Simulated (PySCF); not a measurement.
SMILES O[Si](O)([SeH])[SeH] at its CAM-B3LYP/def2-SVP optimised geometry (Å):

```
9

O      1.5534    -0.0142     0.0000
Si    -0.0971    -0.0142     0.0000
O     -0.7458    -0.8038     1.2991
Se    -0.5359     2.2100     0.0000
Se    -0.9596    -1.1251    -1.7883
H      1.9880    -0.7980    -0.3558
H     -0.5583    -0.4242     2.1665
H     -1.9880     1.9964     0.0673
H     -1.4451    -2.2100    -0.9253
```

Method: CAM-B3LYP/def2-TZVP (PySCF 2.14.0). Cells within 0.4 Å of a nucleus heavier than hydrogen are left out (blank, or x).

Map of the deformation density (molecule minus spherical neutral atoms) (e/bohr³) on the plane z = 0.0 Å:

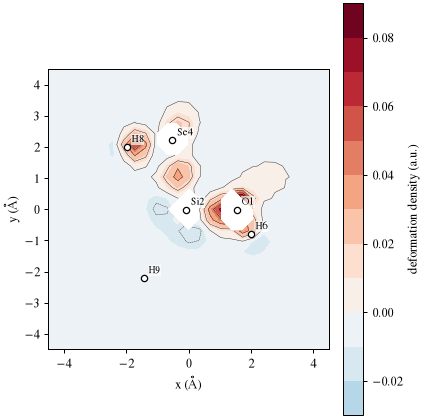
Deformation density (molecule minus spherical neutral atoms) (e/bohr³) on the plane z = 0.0 Å.
